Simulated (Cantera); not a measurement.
Feed: 1 mol Si2H6, 0.58 mol N2O, 0.1 mol H2, equilibrated at 1.00 bar.

Equilibrium computed with Cantera from the NASA thermochemical tables; the gas is ideal and each condensed phase is pure. Candidate condensed phases: H2O, Si, SiO2, Si2N2O, Si3N4; 35 gas species. The feed counts by its element totals alone. Mutual solubility and eutectic melting of coexisting phases are not modelled. Gases not in the tables: Si2H6 and higher silanes. Rates play no part.

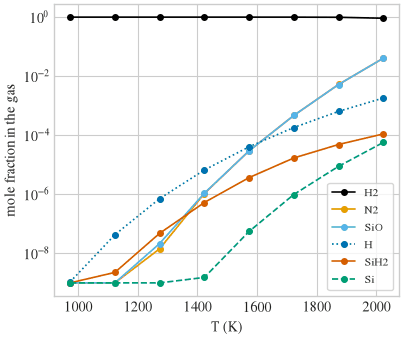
Figure: Equilibrium gas composition (values under 1e-9 drawn at 1e-9)

From 973 K to 1573 K the condensed part is Si(s) + Si2N2O(s). From 1723 K to 2023 K the condensed part is Si(l) + Si2N2O(s). The main Si-bearing gas is SiH4 at 973 K and SiO at 2023 K.
